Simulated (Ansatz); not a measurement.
## Geometry relaxation, with input and output: WH$_{5}$BrOF$_{2}$ (part 1 of 2)

The run: geometry relaxation of WH$_{5}$BrOF$_{2}$. Method and program: RKS revPBE-D4/def2-SVP (Ansatz 0.2.0).

It belongs to a series of runs on one base structure; here: end point A relaxed.

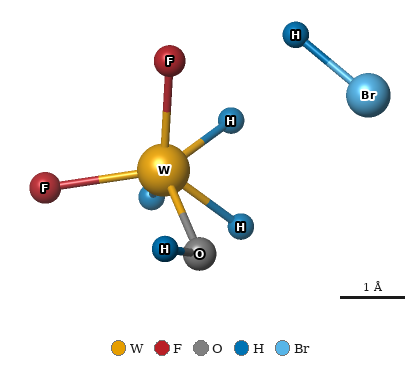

**Figure 1.** The starting structure (ball-and-stick view, seen at a tilt). Sticks mark near contacts.

Results in brief

| quantity | value |
| --- | --- |
| outcome | converged |
| total energy | −79416.2216 eV |
| mean-field energy | −79415.6802 eV |
| largest force (length of the vector) at the end | 0.024 eV/Å |
| hardware | 4 threads of Arm Neoverse V2, 24 GiB of memory available, shared host |
| wall time | 23 s (CPU time 85 s) |
| peak memory | 0.2 GiB |

Input file
```yaml
crystal:
  periodic: [false, false, false]
  atoms:
    - { symbol: W, position_ang: [0.164085, -0.373943, 0.032644] }
    - { symbol: F, position_ang: [0.016285, -0.261973, 1.905167] }
    - { symbol: O, position_ang: [1.989751, -0.230044, -0.525392] }
    - { symbol: H, position_ang: [2.5173, -0.929652, -0.072409] }
    - { symbol: H, position_ang: [0.252741, 0.880227, -1.085972] }
    - { symbol: H, position_ang: [-0.837012, 0.973722, 0.232966] }
    - { symbol: F, position_ang: [-0.286023, -2.185148, -0.312597] }
    - { symbol: H, position_ang: [-1.062747, -0.247779, -1.120411] }
    - { symbol: Br, position_ang: [1.685506, 2.563981, 1.83993] }
    - { symbol: H, position_ang: [0.804314, 1.590409, 2.576475] }
basis:
  gaussian: { orbitals: def2-SVP }
hamiltonian:
  xc: revpbe
  dispersion: d4
relax:
  f_tol: 0.03
  max_steps: 50
output:
  orbitals: {}
```

Launch command:
```bash
ansatz run input.yaml --threads 4 --pin off --max-ram 5120MiB --backend cpu --events-out ev --progress --plain --runs-dir out
```

What the program printed
```
The last accepted step is kept in [file] (removed where the run ends without a failure and the disk answers)
Engine: ansatz 0.2.0, aarch64-unknown-linux-gnu
Functional definition: revPBE
  parameter kappa = 1.245
  parameter beta = 0.06672455060314922
  exchange = pbe_x(kappa = kappa, mu = beta*pi^2/3)
  correlation = pbe_c(beta = beta)
1381 factors; their error is unknown
mean field evaluation 1: about -79407.1257 eV, gradient 6.9e1 eV
mean field evaluation 2: about -79266.0568 eV, gradient 2.5e2 eV
mean field evaluation 4: about -79414.0050 eV, gradient 3.1e1 eV
mean field evaluation 8: about -79415.6740 eV, gradient 2.9e-1 eV
mean field evaluation 16: about -79415.5681 eV, gradient 3.8e-3 eV
mean field -79415.56811698 eV, -2918.4682984934 hartree, gradient 3.8e-5 eV, S^2 0.000000; 0 other end points of the search recorded, 0 dependent functions left out
the calculation of the forces begins
reference -79415.56820068 eV, -2918.4683015695 hartree; 40, 40 occupied and 91, 91 virtual orbitals, 1381 factors
relax step   1: F+E_penalty+E_count = -79416.14874835 eV  Δ(F+E_penalty+E_count) = +0.000e0 eV  max|allowed force component| = 9.704e-1 eV/Å  Δτ_max = 0.0000 Å  (33 SCF iters, accepted)
these checks for a lower state are left out or cut short: starts, cluster_reference, orbital_swaps, neighbouring_geometries, increment
1381 factors; their error is unknown
mean field -79415.65578844 eV, -2918.4715203603 hartree, gradient 1.0e-5 eV, S^2 0.000000; 0 other end points of the search recorded, 0 dependent functions left out
the calculation of the forces begins
reference -79415.65587287 eV, -2918.4715234631 hartree; 40, 40 occupied and 91, 91 virtual orbitals, 1381 factors
relax step   2: F+E_penalty+E_count = -79416.21565276 eV  Δ(F+E_penalty+E_count) = -6.690e-2 eV  max|allowed force component| = 1.533e-1 eV/Å  Δτ_max = 0.1359 Å  (34 SCF iters, accepted)
these checks for a lower state are left out or cut short: starts, cluster_reference, orbital_swaps, neighbouring_geometries, increment
1381 factors; their error is unknown
mean field evaluation 32: about -79415.6556 eV, gradient 1.9e-1 eV
mean field -79415.65562715 eV, -2918.4715144329 hartree, gradient 1.6e-5 eV, S^2 0.000000; 0 other end points of the search recorded, 0 dependent functions left out
the calculation of the forces begins
reference -79415.65571146 eV, -2918.4715175314 hartree; 40, 40 occupied and 91, 91 virtual orbitals, 1381 factors
relax step   3: F+E_penalty+E_count = -79416.21672189 eV  Δ(F+E_penalty+E_count) = -1.069e-3 eV  max|allowed force component| = 8.881e-2 eV/Å  Δτ_max = 0.0330 Å  (33 SCF iters, accepted)
these checks for a lower state are left out or cut short: starts, cluster_reference, orbital_swaps, neighbouring_geometries, increment
1381 factors; their error is unknown
mean field -79415.65859817 eV, -2918.4716236160 hartree, gradient 1.6e-5 eV, S^2 0.000000; 0 other end points of the search recorded, 0 dependent functions left out
the calculation of the forces begins
reference -79415.65868255 eV, -2918.4716267170 hartree; 40, 40 occupied and 91, 91 virtual orbitals, 1381 factors
relax step   4: F+E_penalty+E_count = -79416.21820958 eV  Δ(F+E_penalty+E_count) = -1.488e-3 eV  max|allowed force component| = 3.074e-2 eV/Å  Δτ_max = 0.0203 Å  (33 SCF iters, accepted)
these checks for a lower state are left out or cut short: starts, cluster_reference, orbital_swaps, neighbouring_geometries, increment
1381 factors; their error is unknown
mean field -79415.66036029 eV, -2918.4716883727 hartree, gradient 1.6e-5 eV, S^2 0.000000; 0 other end points of the search recorded, 0 dependent functions left out
the calculation of the forces begins
reference -79415.66044471 eV, -2918.4716914752 hartree; 40, 40 occupied and 91, 91 virtual orbitals, 1381 factors
relax step   5: F+E_penalty+E_count = -79416.21853077 eV  Δ(F+E_penalty+E_count) = -3.212e-4 eV  max|allowed force component| = 2.271e-2 eV/Å  Δτ_max = 0.0131 Å  (34 SCF iters, accepted)
these checks for a lower state are left out or cut short: starts, cluster_reference, orbital_swaps, neighbouring_geometries, increment
1381 factors; their error is unknown
mean field -79415.66532563 eV, -2918.4718708454 hartree, gradient 1.5e-5 eV, S^2 0.000000; 0 other end points of the search recorded, 0 dependent functions left out
the calculation of the forces begins
reference -79415.66541015 eV, -2918.4718739516 hartree; 40, 40 occupied and 91, 91 virtual orbitals, 1381 factors
relax step   6: F+E_penalty+E_count = -79416.21918969 eV  Δ(F+E_penalty+E_count) = -6.589e-4 eV  max|allowed force component| = 3.491e-2 eV/Å  Δτ_max = 0.0465 Å  (33 SCF iters, accepted)
these checks for a lower state are left out or cut short: starts, cluster_reference, orbital_swaps, neighbouring_geometries, increment
1381 factors; their error is unknown
mean field evaluation 64: about -79415.6703 eV, gradient 1.1e-5 eV
mean field -79415.67028277 eV, -2918.4720530170 hartree, gradient 1.1e-5 eV, S^2 0.000000; 0 other end points of the search recorded, 0 dependent functions left out
the calculation of the forces begins
reference -79415.67036738 eV, -2918.4720561266 hartree; 40, 40 occupied and 91, 91 virtual orbitals, 1381 factors
relax step   7: F+E_penalty+E_count = -79416.21976674 eV  Δ(F+E_penalty+E_count) = -5.771e-4 eV  max|allowed force component| = 7.506e-2 eV/Å  Δτ_max = 0.0578 Å  (33 SCF iters, accepted)
these checks for a lower state are left out or cut short: starts, cluster_reference, orbital_swaps, neighbouring_geometries, increment
1381 factors; their error is unknown
mean field -79415.67189094 eV, -2918.4721121161 hartree, gradient 1.6e-5 eV, S^2 0.000000; 0 other end points of the search recorded, 0 dependent functions left out
the calculation of the forces begins
reference -79415.67197558 eV, -2918.4721152269 hartree; 40, 40 occupied and 91, 91 virtual orbitals, 1381 factors
relax step   8: F+E_penalty+E_count = -79416.22022048 eV  Δ(F+E_penalty+E_count) = -4.537e-4 eV  max|allowed force component| = 5.772e-2 eV/Å  Δτ_max = 0.0231 Å  (33 SCF iters, accepted)
these checks for a lower state are left out or cut short: starts, cluster_reference, orbital_swaps, neighbouring_geometries, increment
1381 factors; their error is unknown
mean field -79415.67376786 eV, -2918.4721810919 hartree, gradient 1.5e-5 eV, S^2 0.000000; 0 other end points of the search recorded, 0 dependent functions left out
the calculation of the forces begins
reference -79415.67385254 eV, -2918.4721842037 hartree; 40, 40 occupied and 91, 91 virtual orbitals, 1381 factors
relax step   9: F+E_penalty+E_count = -79416.22091285 eV  Δ(F+E_penalty+E_count) = -6.924e-4 eV  max|allowed force component| = 2.467e-2 eV/Å  Δτ_max = 0.0416 Å  (33 SCF iters, accepted)
these checks for a lower state are left out or cut short: starts, cluster_reference, orbital_swaps, neighbouring_geometries, increment
1381 factors; their error is unknown
mean field -79415.67887599 eV, -2918.4723688121 hartree, gradient 1.9e-5 eV, S^2 0.000000; 0 other end points of the search recorded, 0 dependent functions left out
the calculation of the forces begins
reference -79415.67896083 eV, -2918.4723719299 hartree; 40, 40 occupied and 91, 91 virtual orbitals, 1381 factors
relax step  10: F+E_penalty+E_count = -79416.22131461 eV  Δ(F+E_penalty+E_count) = -4.018e-4 eV  max|allowed force component| = 4.392e-2 eV/Å  Δτ_max = 0.0788 Å  (33 SCF iters, accepted)
these checks for a lower state are left out or cut short: starts, cluster_reference, orbital_swaps, neighbouring_geometries, increment
1381 factors; their error is unknown
mean field -79415.68089899 eV, -2918.4724431561 hartree, gradient 1.6e-5 eV, S^2 0.000000; 0 other end points of the search recorded, 0 dependent functions left out
the calculation of the forces begins
reference -79415.68098391 eV, -2918.4724462767 hartree; 40, 40 occupied and 91, 91 virtual orbitals, 1381 factors
relax step  11: F+E_penalty+E_count = -79416.22094047 eV  Δ(F+E_penalty+E_count) = +3.741e-4 eV  max|allowed force component| = 6.167e-2 eV/Å  Δτ_max = 0.0407 Å  (33 SCF iters, rejected (line search))
these checks for a lower state are left out or cut short: starts, cluster_reference, orbital_swaps, neighbouring_geometries, increment
1381 factors; their error is unknown
mean field evaluation 96: about -79415.6801 eV, gradient 6.2e-5 eV
mean field -79415.68008347 eV, -2918.4724131861 hartree, gradient 1.7e-5 eV, S^2 0.000000; 0 other end points of the search recorded, 0 dependent functions left out
the calculation of the forces begins
reference -79415.68016834 eV, -2918.4724163051 hartree; 40, 40 occupied and 91, 91 virtual orbitals, 1381 factors
relax step  12: F+E_penalty+E_count = -79416.22147107 eV  Δ(F+E_penalty+E_count) = -1.565e-4 eV  max|allowed force component| = 1.880e-2 eV/Å  Δτ_max = 0.0199 Å  (33 SCF iters, accepted)
```

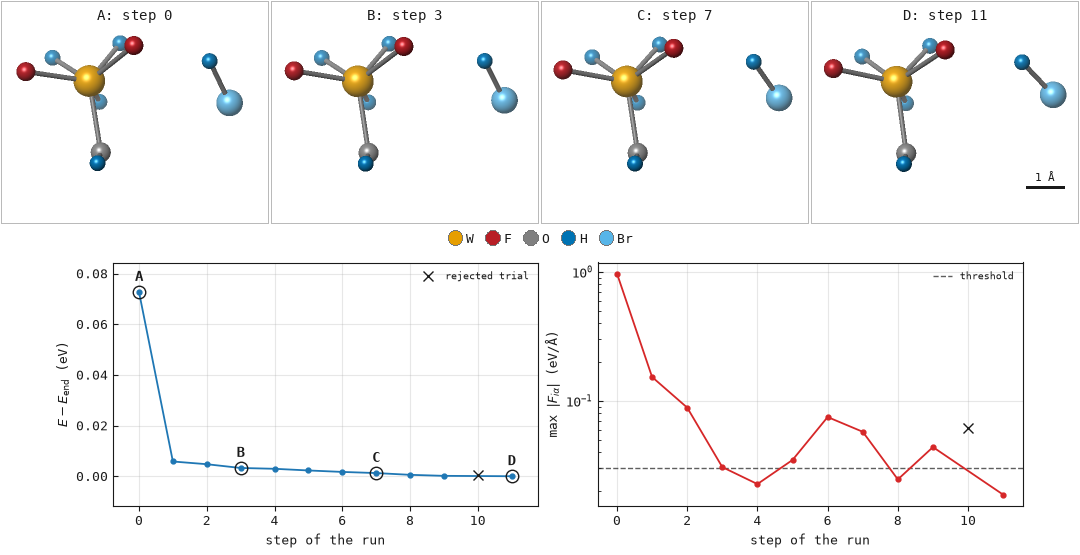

**Figure 2.** Frames of the relaxation (ball-and-stick view, seen at a tilt) above the curves, on which the letters mark them (the first geometry is step 0 here and step 1 in the log).

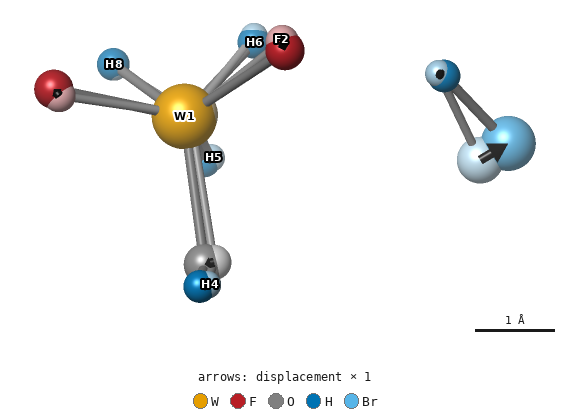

**Figure 3.** Start (faint) and end (solid) with the displacements as black arrows, at true length (ball-and-stick view, seen at a tilt). The two geometries are laid on each other by the best rigid fit. Over 11 geometry steps the energy falls by 0.073 eV. The largest force component goes from 0.97 to 0.019 eV/Å. The line search rejected the trial step at point 10 (counted from 0) and went back. Br9 moves most after the best rigid fit: 0.42 Å. By element the largest moves are Br 0.42 Å, O 0.12 Å, F 0.12 Å, H 0.10 Å, W 0.08 Å. Among the contacts that change: Br9–H10 1.506 → 1.440 Å, W1–F2 1.882 → 1.913 Å. Among the angles that change: F2–W1–O3 111.1° → 108.2°. (Atoms are counted from 1 in the order of the input.)

```
1381 factors; their error is unknown
mean field -79415.68008347 eV, -2918.4724131861 hartree, gradient 1.8e-5 eV, S^2 0.000000; 1 other end points of the search recorded, 0 dependent functions left out
the calculation of the forces begins
reference -79415.68016834 eV, -2918.4724163051 hartree; 40, 40 occupied and 91, 91 virtual orbitals, 1381 factors
Total energy: -79416.22155594 eV, -2918.4923119324 hartree
Atom 0 at     0.163115    -0.430879    -0.016294 Å, force     0.006506    -0.002082     0.000603 eV/Å
Atom 1 at     0.136145    -0.247803     1.887605 Å, force     0.000740     0.000475    -0.001851 eV/Å
Atom 2 at     1.983463    -0.325644    -0.602958 Å, force    -0.003573    -0.004242     0.005724 eV/Å
Atom 3 at     2.513604    -1.010915    -0.129403 Å, force     0.000331     0.003663    -0.003263 eV/Å
Atom 4 at     0.266009     0.804818    -1.148848 Å, force    -0.000431    -0.001676    -0.002015 eV/Å
Atom 5 at    -0.768142     0.958599     0.212141 Å, force    -0.002318    -0.001302     0.000230 eV/Å
Atom 6 at    -0.385885    -2.218325    -0.333856 Å, force    -0.000734     0.000696     0.001055 eV/Å
Atom 7 at    -1.097100    -0.248773    -1.121884 Å, force    -0.001043     0.003586    -0.001706 eV/Å
Atom 8 at     1.601172     2.822536     2.157667 Å, force    -0.012402    -0.017920     0.008395 eV/Å
Atom 9 at     0.831818     1.676186     2.566232 Å, force     0.012924     0.018801    -0.007171 eV/Å
Dipole moment:     0.213895    -0.347637     0.106353 e Å
```
